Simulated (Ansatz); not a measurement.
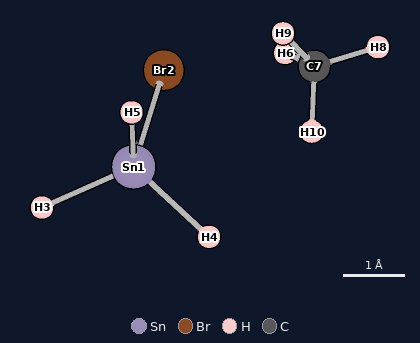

The input geometry (ball-and-stick view, seen at a tilt; atoms are numbered from 1 in the order of the input). Sticks mark near contacts. Bond lengths as drawn: Br–Sn 2.49 Å, C–H 1.11 Å and H–Sn 1.71 Å.

**Nudged elastic band of CH₇BrSn (part 1 of 2)**

- system: CH₇BrSn
- method: UKS LDA/def2-SVP (Ansatz 0.2.0)

It belongs to a series of runs on one base structure; here: band between the two ends. Figures and captions count atoms from 1; the log counts them from 0 in places.

## The program's output
```
Engine: ansatz 0.2.0, aarch64-unknown-linux-gnu
Functional definition: SPW92
  exchange = slater_x
  correlation = pw_c
1200 factors; their error is unknown
mean field evaluation 1: about -76895.0704 eV, gradient 3.7e1 eV
mean field evaluation 2: about -76887.6341 eV, gradient 4.9e1 eV
mean field evaluation 4: about -76901.8773 eV, gradient 8.2e-1 eV
mean field evaluation 8: about -76901.8143 eV, gradient 9.6e-2 eV
mean field evaluation 16: about -76901.8143 eV, gradient 9.1e-6 eV
mean field -76901.81434946 eV, -2826.0895514209 hartree, gradient 9.1e-6 eV, S^2 0.000000; 0 other end points of the search recorded, 0 dependent functions left out
the calculation of the forces begins
reference -76901.81438878 eV, -2826.0895528655 hartree; 35, 35 occupied and 72, 72 virtual orbitals, 1200 factors
1200 factors; their error is unknown
mean field evaluation 32: about -76900.6133 eV, gradient 1.4e-4 eV
mean field -76900.61326741 eV, -2826.0454124695 hartree, gradient 1.7e-5 eV, S^2 0.000000; 0 other end points of the search recorded, 0 dependent functions left out
[... from here on the field's lines of each further geometry are left out, up to the last ...]
NEB iter   1: max|band force component| = 4.878e0 eV/Å  barrier→ = 3.1107 eV  barrier← = 1.9096 eV  Δτ_max = 0.2000 Å  (305 SCF iters)
NEB iter   2: max|band force component| = 1.463e0 eV/Å  barrier→ = 2.2830 eV  barrier← = 1.0819 eV  Δτ_max = 0.1993 Å  (286 SCF iters)
NEB iter   3: max|band force component| = 7.997e-1 eV/Å  barrier→ = 2.0984 eV  barrier← = 0.8974 eV  Δτ_max = 0.1492 Å  (249 SCF iters)
NEB iter   4: max|band force component| = 5.079e-1 eV/Å  barrier→ = 2.0121 eV  barrier← = 0.8111 eV  Δτ_max = 0.1997 Å  (252 SCF iters)
NEB iter   5: max|band force component| = 3.468e-1 eV/Å  barrier→ = 2.0028 eV  barrier← = 0.8017 eV  CI = image 6  Δτ_max = 0.1572 Å  (251 SCF iters)
NEB iter   6: max|band force component| = 3.500e-1 eV/Å  barrier→ = 2.0328 eV  barrier← = 0.8317 eV  CI = image 6  Δτ_max = 0.0790 Å  (249 SCF iters)
NEB iter   7: max|band force component| = 2.976e-1 eV/Å  barrier→ = 2.0203 eV  barrier← = 0.8192 eV  CI = image 6  Δτ_max = 0.0796 Å  (253 SCF iters)
NEB iter   8: max|band force component| = 2.053e-1 eV/Å  barrier→ = 2.0072 eV  barrier← = 0.8062 eV  CI = image 6  Δτ_max = 0.0793 Å  (249 SCF iters)
NEB iter   9: max|band force component| = 1.528e-1 eV/Å  barrier→ = 1.9953 eV  barrier← = 0.7942 eV  CI = image 6  Δτ_max = 0.0794 Å  (251 SCF iters)
NEB iter  10: max|band force component| = 1.391e-1 eV/Å  barrier→ = 1.9858 eV  barrier← = 0.7847 eV  CI = image 6  Δτ_max = 0.0793 Å  (251 SCF iters)
NEB iter  11: max|band force component| = 1.812e-1 eV/Å  barrier→ = 1.9785 eV  barrier← = 0.7774 eV  CI = image 6  Δτ_max = 0.0789 Å  (253 SCF iters)
NEB iter  12: max|band force component| = 2.144e-1 eV/Å  barrier→ = 1.9754 eV  barrier← = 0.7744 eV  CI = image 6  Δτ_max = 0.0789 Å  (254 SCF iters)
NEB iter  13: max|band force component| = 1.831e-1 eV/Å  barrier→ = 1.9745 eV  barrier← = 0.7734 eV  CI = image 6  Δτ_max = 0.1563 Å  (254 SCF iters)
NEB iter  14: max|band force component| = 1.322e-1 eV/Å  barrier→ = 1.9742 eV  barrier← = 0.7732 eV  CI = image 6  Δτ_max = 0.1972 Å  (252 SCF iters)
NEB iter  15: max|band force component| = 7.754e-2 eV/Å  barrier→ = 1.9735 eV  barrier← = 0.7724 eV  CI = image 6  Δτ_max = 0.1854 Å  (252 SCF iters)
NEB iter  16: max|band force component| = 1.158e-1 eV/Å  barrier→ = 1.9733 eV  barrier← = 0.7722 eV  CI = image 6  Δτ_max = 0.0279 Å  (241 SCF iters)
NEB iter  17: max|band force component| = 8.987e-2 eV/Å  barrier→ = 1.9731 eV  barrier← = 0.7720 eV  CI = image 6  Δτ_max = 0.0270 Å  (239 SCF iters)
NEB iter  18: max|band force component| = 3.411e-2 eV/Å  barrier→ = 1.9730 eV  barrier← = 0.7719 eV  CI = image 6  Δτ_max = 0.0139 Å  (213 SCF iters)
the calculation of the forces begins
reference -76900.60570575 eV, -2826.0451345837 hartree; 35, 35 occupied and 72, 72 virtual orbitals, 1200 factors
1200 factors; their error is unknown
mean field evaluation 1472: about -76899.8414 eV, gradient 2.2e-3 eV
mean field -76899.84141032 eV, -2826.0170472446 hartree, gradient 2.5e-5 eV, S^2 0.000000; 1 other end points of the search recorded, 0 dependent functions left out
the calculation of the forces begins
reference -76899.84144925 eV, -2826.0170486754 hartree; 35, 35 occupied and 72, 72 virtual orbitals, 1200 factors
NEB iter  19: max|band force component| = 2.267e-2 eV/Å  barrier→ = 1.9729 eV  barrier← = 0.7719 eV  CI = image 6  Δτ_max = 0.0000 Å  (458 SCF iters)
```

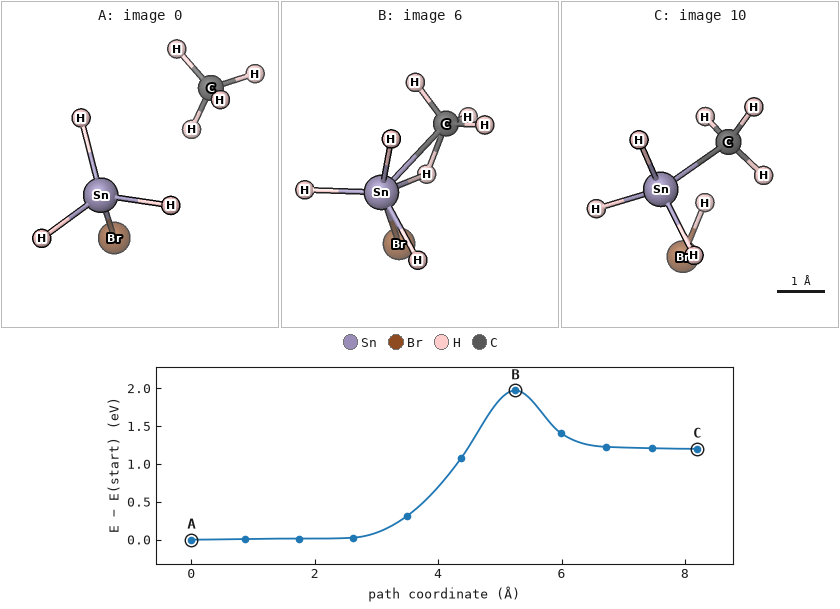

Images of the last band (counted from 0; ball-and-stick, seen at a tilt) above the energy along the path; the line is a cubic interpolation that uses the forces. The highest image is number 6, 1.973 eV above the start and 0.772 eV above the end (the climbing image); the end lies 1.201 eV above the start. The path is 8.20 Å long. The band converged in 19 iterations.

```
Total energy: -76899.84144925 eV, -2826.0170486754 hartree
Atom 0 at    -0.471525    -1.119188    -0.239798 Å, force     0.001620    -0.003941    -0.000289 eV/Å
Atom 1 at     2.397715    -0.769869     0.518685 Å, force     0.008641    -0.000714     0.001785 eV/Å
Atom 2 at     0.207673    -1.709908    -1.688531 Å, force    -0.001535    -0.000304    -0.001132 eV/Å
Atom 3 at    -0.512107    -2.033770     1.199317 Å, force    -0.002774     0.000655     0.000534 eV/Å
Atom 4 at    -2.101108    -0.600617    -0.587489 Å, force    -0.000973     0.002088    -0.000467 eV/Å
Atom 5 at     0.993887     0.367429     0.292331 Å, force    -0.008264     0.005441    -0.000039 eV/Å
Atom 6 at    -0.042509     1.180796     0.118300 Å, force     0.014907    -0.002357    -0.011104 eV/Å
Atom 7 at     0.761747     1.902882     0.399472 Å, force    -0.002646    -0.002496     0.004621 eV/Å
Atom 8 at    -0.391009     1.485969    -0.889667 Å, force    -0.005782    -0.000913     0.001893 eV/Å
Atom 9 at    -0.842665     1.296275     0.877479 Å, force    -0.003195     0.002540     0.004198 eV/Å
Dipole moment:    -0.775210     0.291280    -0.163273 e Å
this run last wrote the band of iteration 19 to [file]
```

## The last band as extended XYZ (Å, eV, eV/Å)
```
10
Properties=species:S:1:pos:R:3:forces:R:3 image=0 energy=-76901.81435
Sn   -0.1939   -1.7567   -0.5105    0.0005   0.0016  -0.0026
Br    2.2414   -1.2440   -0.6154   -0.0009   0.0002  -0.0004
H    -0.3613   -3.3248   -1.1837   -0.0002  -0.0008   0.0017
H    -0.6268   -1.7084    1.1459   -0.0019   0.0006   0.0008
H    -0.9862   -0.5559   -1.4386    0.0022  -0.0003  -0.0015
H     0.8806    1.1128    0.2615   -0.0003   0.0017  -0.0007
C    -0.0151    1.7166    0.5192    0.0018  -0.0003  -0.0003
H     0.2908    2.5717    1.1532   -0.0005  -0.0014   0.0000
H    -0.4868    2.0946   -0.4090   -0.0016  -0.0020   0.0002
H    -0.7428    1.0940    1.0776    0.0008   0.0005   0.0029
10
Properties=species:S:1:pos:R:3:forces:R:3 image=1 energy=-76901.80445
Sn   -0.2034   -1.8692   -0.4698   -0.0004   0.0012  -0.0008
Br    2.2098   -1.2578   -0.3853    0.0006   0.0003  -0.0028
H    -0.2999   -3.2343   -1.5016   -0.0002  -0.0025   0.0037
H    -0.6616   -2.2346    1.1401   -0.0001   0.0069   0.0010
H    -1.0256   -0.5056   -1.0980    0.0009   0.0001  -0.0055
H     0.8563    1.1470    0.2589    0.0003   0.0010  -0.0002
C    -0.0037    1.8191    0.4623    0.0010  -0.0013   0.0011
H     0.3641    2.7607    0.9151   -0.0008  -0.0026   0.0026
H    -0.5292    2.0469   -0.4862   -0.0003  -0.0001   0.0009
H    -0.7066    1.3277    1.1646   -0.0010  -0.0029   0.0001
10
Properties=species:S:1:pos:R:3:forces:R:3 image=2 energy=-76901.79921
Sn   -0.2108   -1.9751   -0.3988    0.0020  -0.0008   0.0004
Br    2.1655   -1.2805   -0.1239   -0.0007   0.0008  -0.0002
H    -0.2364   -3.0492   -1.7333   -0.0001  -0.0016  -0.0005
H    -0.6548   -2.7446    1.0661   -0.0006   0.0005   0.0006
H    -1.0893   -0.5335   -0.6836   -0.0014   0.0008  -0.0013
H     0.8239    1.1714    0.2768   -0.0037   0.0047   0.0011
C     0.0055    1.9155    0.3746    0.0024  -0.0041  -0.0029
H     0.4249    2.8850    0.7077    0.0017  -0.0002   0.0009
H    -0.4941    2.0490   -0.6054    0.0003   0.0006   0.0006
H    -0.7344    1.5620    1.1199    0.0001  -0.0008   0.0012
10
Properties=species:S:1:pos:R:3:forces:R:3 image=3 energy=-76901.78735
Sn   -0.2213   -1.9224   -0.2954    0.0012  -0.0267  -0.0040
Br    2.1261   -1.2545    0.2130   -0.0054  -0.0153  -0.0023
H    -0.1639   -2.6223   -1.8566   -0.0105  -0.0364  -0.0019
H    -0.6519   -3.0310    0.9359   -0.0093  -0.0360  -0.0113
H    -1.1739   -0.5006   -0.2540    0.0281  -0.0067   0.0045
H     0.7987    1.0802    0.2979    0.0099   0.0281   0.0082
C     0.0165    1.8664    0.2518   -0.0054   0.0191  -0.0074
H     0.4751    2.8519    0.4617   -0.0088   0.0307   0.0046
H    -0.4373    1.8776   -0.7592   -0.0008   0.0220   0.0054
H    -0.7682    1.6546    1.0051    0.0011   0.0214   0.0040
10
Properties=species:S:1:pos:R:3:forces:R:3 image=4 energy=-76901.49891
Sn   -0.2335   -1.6551   -0.2576    0.0311  -0.1937  -0.0167
Br    2.1542   -1.1278    0.3433   -0.0649  -0.0800  -0.0237
H     0.0043   -2.2893   -1.8237   -0.0737  -0.2465  -0.0196
H    -0.6385   -2.6601    1.0605   -0.0626  -0.2402  -0.0738
H    -1.4377   -0.4314   -0.3688    0.2444   0.0520   0.0624
H     0.7422    0.8016    0.2749   -0.0192   0.1510   0.0176
C     0.0199    1.6388    0.2080    0.0283   0.1437   0.0192
H     0.5830    2.5581    0.4472   -0.0821   0.2137   0.0078
H    -0.3936    1.6869   -0.8187   -0.0015   0.0999   0.0159
H    -0.8003    1.4784    0.9350    0.0003   0.1001   0.0110
10
Properties=species:S:1:pos:R:3:forces:R:3 image=5 energy=-76900.73356
Sn   -0.2909   -1.3807   -0.2297    0.2533  -0.3607   0.0238
Br    2.2394   -1.0235    0.4405   -0.2128  -0.3284  -0.0901
H     0.1411   -1.9473   -1.7757   -0.0769  -0.3371  -0.1041
H    -0.5875   -2.2976    1.1736   -0.0989  -0.3489  -0.0214
H    -1.7869   -0.5029   -0.4948    0.4318   0.1209   0.1217
H     0.7516    0.5864    0.2588   -0.3246   0.3081  -0.0383
C     0.0167    1.4256    0.1672    0.0765   0.3317   0.0461
H     0.6956    2.2542    0.4304   -0.0968   0.4763   0.0302
H    -0.3661    1.5405   -0.8648    0.0216   0.0698   0.0193
H    -0.8130    1.3453    0.8947    0.0268   0.0685   0.0130
10
Properties=species:S:1:pos:R:3:forces:R:3 image=6 energy=-76899.84141
Sn   -0.4715   -1.1192   -0.2398    0.0016  -0.0039  -0.0003
Br    2.3977   -0.7699    0.5187    0.0086  -0.0007   0.0018
H     0.2077   -1.7099   -1.6885   -0.0015  -0.0003  -0.0011
H    -0.5121   -2.0338    1.1993   -0.0028   0.0007   0.0005
H    -2.1011   -0.6006   -0.5875   -0.0010   0.0021  -0.0005
H     0.9939    0.3674    0.2923   -0.0083   0.0054   0.0000
C    -0.0425    1.1808    0.1183    0.0149  -0.0024  -0.0111
H     0.7617    1.9029    0.3995   -0.0026  -0.0025   0.0046
H    -0.3910    1.4860   -0.8897   -0.0058  -0.0009   0.0019
H    -0.8427    1.2963    0.8775   -0.0032   0.0025   0.0042
10
Properties=species:S:1:pos:R:3:forces:R:3 image=7 energy=-76900.40496
Sn   -0.6182   -0.9814   -0.2551   -0.1269   0.1171  -0.0163
Br    2.6214   -0.6688    0.5364    0.1732   0.0641   0.0475
H     0.1899   -1.6289   -1.6214   -0.0069   0.0624   0.0613
H    -0.4507   -1.9489    1.1504    0.0172   0.0767  -0.0429
H    -2.2835   -0.7566   -0.6136   -0.1490  -0.1128  -0.0482
H     1.4266    0.1969    0.3580    0.3564  -0.1472   0.0664
C    -0.2007    1.1433    0.0828   -0.1230  -0.0294  -0.0426
H     0.7575    1.6396    0.3639    0.0068  -0.2235  -0.0161
H    -0.5128    1.6006   -0.8776   -0.0789   0.0931   0.0029
H    -0.9294    1.4041    0.8763   -0.0688   0.0995  -0.0121
```
